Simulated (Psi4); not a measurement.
# One shape, several levels: SnGeH6 (SMILES [GeH3][SnH3])

We compute a comparison of 3 runs (BHLYP/def2-SVP, M06-2X/def2-SVP, r2SCAN/def2-SVP) of SnGeH6. 

The calculation is run with Psi4 1.11.

## 1. Starting point

SnGeH6: 8 atoms, total charge 0, spin state singlet. SMILES: `[GeH3][SnH3]`. The Ge1–H5 distance was set to 1.999 Å, away from the relaxed value.

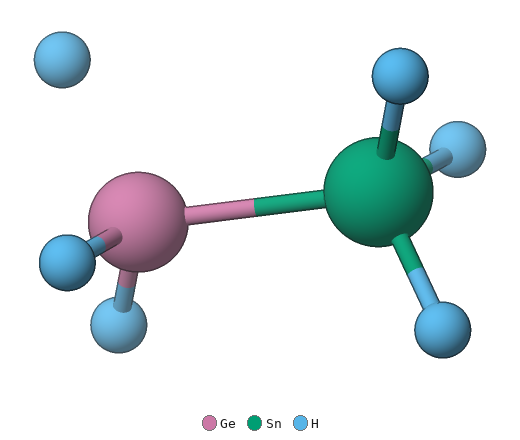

Viewed from a chosen angle; germanium pink, tin teal, hydrogen blue.

## 2. Energy and gradient at BHLYP/def2-SVP (core potential) (run 1)

job.inp

```
memory 2200 MB

molecule molecule1 {
  0 1
  Ge    -1.006600     0.105576    -0.699873
  Sn     0.499000    -0.470524     1.333727
  H     -2.083300     1.127076    -0.298073
  H     -1.705900    -1.158824    -1.225573
  H      0.087500     0.886500    -2.179300
  H     -0.440100    -1.113024     2.606627
  H      1.678500    -1.624424     0.895227
  H      1.295400     0.928876     1.901527
  units angstrom
  symmetry c1
  no_reorient
  no_com
}

set basis def2-SVP
set reference rks
set puream true
set e_convergence 1e-09
set d_convergence 1e-08
set scf_type pk
set dft_radial_points 99
set dft_spherical_points 590

E, wfn = gradient('bhhlyp', return_wfn=True)
oeprop(wfn, 'LOWDIN_CHARGES', 'MULLIKEN_CHARGES', 'QUADRUPOLE', title='BHHLYP')
print_variables()
```

Started as:

```sh
$ psi4 job.inp job.out -n 1
```

job.out:

```text
[...]
    !!!  WARNING: ECP capability is in beta. Please check occupations closely.  !!!
[...]
  Running in c1 symmetry.
[...]
  Nuclear repulsion =  220.817860951868454
[...]
  Multiplicity = 1
[...]
  Nalpha       = 30
  Nbeta        = 30
[...]
    Number of basis functions: 88
[...]
   @RKS iter   1: -2292.93932062664953   -3.54369e+00   2.66461e-02 DIIS/ADIIS
[...]
   @RKS iter  11: -2294.47937059762489   -5.91172e-12   2.57540e-09 DIIS
[...]
  @RKS Final Energy: -2294.47937059762489
   => Energetics <=
    Nuclear Repulsion Energy =            220.8178609518684539
    One-Electron Energy =               -3714.7337772053942899
    Two-Electron Energy =                1250.3298936681997020
    DFT Exchange-Correlation Energy =     -50.8933480122993274
    Empirical Dispersion Energy =           0.0000000000000000
    VV10 Nonlocal Energy =                  0.0000000000000000
    Total Energy =                      -2294.4793705976248930
[...]
  -Total Gradient:
     Atom            X                  Y                   Z
    ------   -----------------  -----------------  -----------------
       1       -0.028481645970    -0.022150002019     0.042984205529
       2       -0.005051053772    -0.000037595756    -0.001963761289
       3       -0.001884095883    -0.000396704277     0.003066991964
       4       -0.001550093340    -0.002333964896     0.002269721924
       5        0.035406326628     0.024855023769    -0.046830925073
       6        0.000780475809     0.000029882744     0.000250020678
       7        0.000400302423    -0.000068852832     0.000089268712
       8        0.000378384947     0.000101913390     0.000133996675
[...]
 Multipole Moments:
 ------------------------------------------------------------------------------------
     Multipole            Electronic (a.u.)      Nuclear  (a.u.)        Total (a.u.)
 ------------------------------------------------------------------------------------
 L = 1.  Multiply by 2.5417464519 to convert [e a0] to [Debye]
 Dipole X            :         42.1886819          -42.3319439           -0.1432620
 Dipole Y            :         14.8509082          -14.9797003           -0.1287920
 Dipole Z            :        -16.0806857           16.3395037            0.2588180
 Magnitude           :                                                    0.3226424
 L = 2.  Multiply by 1.3450342976 to convert [e a0^2] to [Debye ang]
 Quadrupole XX       :       -213.5818333          178.0133582          -35.5684751
 Quadrupole XY       :         35.4527066          -35.3294757            0.1232310
[...]
```

Wall time 12 s (1 thread of AMD EPYC 9R45 (Zen 5), shared host); peak memory 1.2 GiB.

## 3. The energy at M06-2X/def2-SVP (core potential) (run 2)

job.inp, as its differences from that of step 2:

```diff
@@ -1,5 +1,4 @@
-memory 2200 MB
+memory 2.2 GB
 
-molecule molecule1 {
-  0 1
+molecule geom {
   Ge    -1.006600     0.105576    -0.699873
@@ -12,6 +11,3 @@
   H      1.295400     0.928876     1.901527
-  units angstrom
   symmetry c1
-  no_reorient
-  no_com
 }
@@ -27,4 +23,3 @@
 
-E, wfn = gradient('bhhlyp', return_wfn=True)
-oeprop(wfn, 'LOWDIN_CHARGES', 'MULLIKEN_CHARGES', 'QUADRUPOLE', title='BHHLYP')
-print_variables()
+e_tot, wfn = energy("m06-2x", return_wfn=True)
+oeprop(wfn, "QUADRUPOLE", "WIBERG_LOWDIN_INDICES", "MULLIKEN_CHARGES")
```

Started as:

```sh
$ psi4 -n 1 job.inp job.out
```

job.out:

```text
[...]
    !!!  WARNING: ECP capability is in beta. Please check occupations closely.  !!!
[...]
  Running in c1 symmetry.
[...]
  Nuclear repulsion =  220.817860951868454
[...]
  Multiplicity = 1
[...]
  Nalpha       = 30
  Nbeta        = 30
[...]
    Number of basis functions: 88
[...]
   @RKS iter   1: -2292.95167049017937   -3.46026e+00   2.66225e-02 DIIS/ADIIS
[...]
   @RKS iter  11: -2294.49163580612549   -1.40972e-11   5.43760e-09 DIIS
[...]
  @RKS Final Energy: -2294.49163580612549
   => Energetics <=
    Nuclear Repulsion Energy =            220.8178609518684539
    One-Electron Energy =               -3714.6694578173310219
    Two-Electron Energy =                1246.4180582296776265
    DFT Exchange-Correlation Energy =     -47.0580971703404956
    Empirical Dispersion Energy =           0.0000000000000000
    VV10 Nonlocal Energy =                  0.0000000000000000
    Total Energy =                      -2294.4916358061254869
[...]
 Multipole Moments:
 ------------------------------------------------------------------------------------
     Multipole            Electronic (a.u.)      Nuclear  (a.u.)        Total (a.u.)
 ------------------------------------------------------------------------------------
 L = 1.  Multiply by 2.5417464519 to convert [e a0] to [Debye]
 Dipole X            :         33.2617130          -33.3944167           -0.1327036
 Dipole Y            :        -13.2723126           13.1428300           -0.1294826
 Dipole Z            :         46.2671971          -46.0024129            0.2647842
 Magnitude           :                                                    0.3232440
 L = 2.  Multiply by 1.3450342976 to convert [e a0^2] to [Debye ang]
 Quadrupole XX       :       -202.8340021          166.7332514          -36.1007507
 Quadrupole XY       :         53.2306458          -53.2130919            0.0175539
[...]
  Mulliken Charges: (a.u.)
   Center  Symbol    Alpha    Beta     Spin     Total
       1    GE    15.95921 15.95921  0.00000  0.08158
       2    SN    10.77827 10.77827  0.00000  0.44345
       3     H     0.52950  0.52950  0.00000 -0.05900
       4     H     0.52949  0.52949  0.00000 -0.05899
       5     H     0.53653  0.53653  0.00000 -0.07305
       6     H     0.55646  0.55646  0.00000 -0.11292
       7     H     0.55529  0.55529  0.00000 -0.11057
       8     H     0.55525  0.55525  0.00000 -0.11050
   Total alpha = 30.00000, Total beta = 30.00000, Total charge =  0.00000
[...]
```

Wall time 17 s (1 thread of AMD EPYC 9R45 (Zen 5), shared host); peak memory 1.4 GiB.

## 4. Energy and gradient at r2SCAN/def2-SVP (core potential) (run 3)

calc.py

```python
import psi4

psi4.set_memory('2200 MB')
psi4.set_num_threads(1)
psi4.core.set_output_file('psi4.out', False)

molecule = psi4.geometry("""
0 1
Ge    -1.006600     0.105576    -0.699873
Sn     0.499000    -0.470524     1.333727
H     -2.083300     1.127076    -0.298073
H     -1.705900    -1.158824    -1.225573
H      0.087500     0.886500    -2.179300
H     -0.440100    -1.113024     2.606627
H      1.678500    -1.624424     0.895227
H      1.295400     0.928876     1.901527
symmetry c1
""")

psi4.set_options({
    'basis': 'def2-SVP',
    'puream': True,
    'e_convergence': 1e-09,
    'd_convergence': 1e-08,
    'scf_type': 'pk',
    'dft_radial_points': 99,
    'dft_spherical_points': 590,
})

e_tot = psi4.gradient('r2scan')
print('gradient / Eh bohr^-1')
print(e_tot.np.round(6))
```

Started as:

```sh
$ python calc.py
```

psi4.out:

```text
[...]
    !!!  WARNING: ECP capability is in beta. Please check occupations closely.  !!!
[...]
  Running in c1 symmetry.
[...]
  Nuclear repulsion =  220.817860951868454
[...]
  Multiplicity = 1
[...]
  Nalpha       = 30
  Nbeta        = 30
[...]
    Number of basis functions: 88
[...]
   @RKS iter   1: -2292.89368356931027   -2.61847e+00   2.85154e-02 DIIS/ADIIS
[...]
   @RKS iter  13: -2294.64937024205710   -3.63798e-12   3.23825e-09 DIIS
[...]
  @RKS Final Energy: -2294.64937024205710
   => Energetics <=
    Nuclear Repulsion Energy =            220.8178609518684539
    One-Electron Energy =               -3714.6900673372265373
    Two-Electron Energy =                1298.5044790393385483
    DFT Exchange-Correlation Energy =     -99.2816428960378232
    Empirical Dispersion Energy =           0.0000000000000000
    VV10 Nonlocal Energy =                  0.0000000000000000
    Total Energy =                      -2294.6493702420571026
[...]
 Multipole Moments:
 ------------------------------------------------------------------------------------
     Multipole            Electronic (a.u.)      Nuclear  (a.u.)        Total (a.u.)
 ------------------------------------------------------------------------------------
 L = 1.  Multiply by 2.5417464519 to convert [e a0] to [Debye]
 Dipole X            :         33.2671369          -33.3944167           -0.1272797
 Dipole Y            :        -13.2615774           13.1428300           -0.1187474
 Dipole Z            :         46.2431382          -46.0024129            0.2407253
 Magnitude           :                                                    0.2970686
[...]
  -Total Gradient:
     Atom            X                  Y                   Z
    ------   -----------------  -----------------  -----------------
       1       -0.030168514194    -0.020595402258     0.038465862084
       2       -0.002574640147    -0.000832217956     0.001014147063
       3       -0.000416484303    -0.001555759723     0.002398102119
       4       -0.000546425922    -0.000686274650     0.002740420572
       5        0.033049234437     0.023121854084    -0.043520304642
       6        0.001670467205     0.000703786852    -0.001127815247
       7       -0.000791381315     0.001037749816     0.000488161360
       8       -0.000444510952    -0.001242335544    -0.000431791926
[...]
```

Standard output:

```text
gradient / Eh bohr^-1
[[-0.030169 -0.020595  0.038466]
 [-0.002575 -0.000832  0.001014]
 [-0.000416 -0.001556  0.002398]
 [-0.000546 -0.000686  0.00274 ]
 [ 0.033049  0.023122 -0.04352 ]
 [ 0.00167   0.000704 -0.001128]
 [-0.000791  0.001038  0.000488]
 [-0.000445 -0.001242 -0.000432]]
```

Wall time 27 s (1 thread of AMD EPYC 9R45 (Zen 5), shared host); peak memory 1.4 GiB.

## 5. All runs side by side

```tsv
run	level	task	energy (Eh)	dipole moment (D)	HOMO energy (eV)	LUMO energy (eV)	wall time
1	BHLYP/def2-SVP (core potential)	gradient	-2294.479371	0.82	-8.79	-0.06	12 s
2	M06-2X/def2-SVP (core potential)	energy	-2294.491636	0.82	-8.82	-0.05	17 s
3	r2SCAN/def2-SVP (core potential)	gradient	-2294.649370	0.76	-7.13	-1.62	27 s
```

## 6. Outcome

| quantity | value |
| --- | --- |
| run 3: total energy | -2294.64937 Eh |
| run 3: dipole moment | 0.76 D |
| run 3: HOMO energy | -7.13 eV |
| run 3: LUMO energy | -1.62 eV |
| run 3: HOMO–LUMO gap | 5.51 eV |
| run 3: largest force on an atom | 3.051 eV/Å |

What this shows: The dipole moment (its size) runs from 0.76 D (r2SCAN/def2-SVP) to 0.82 D (M06-2X/def2-SVP). The HOMO–LUMO gap runs from 5.51 eV (r2SCAN/def2-SVP) to 8.77 eV (M06-2X/def2-SVP). Totals of different functionals can't be ranked against each other. All runs together took 56 s, the longest 27 s.
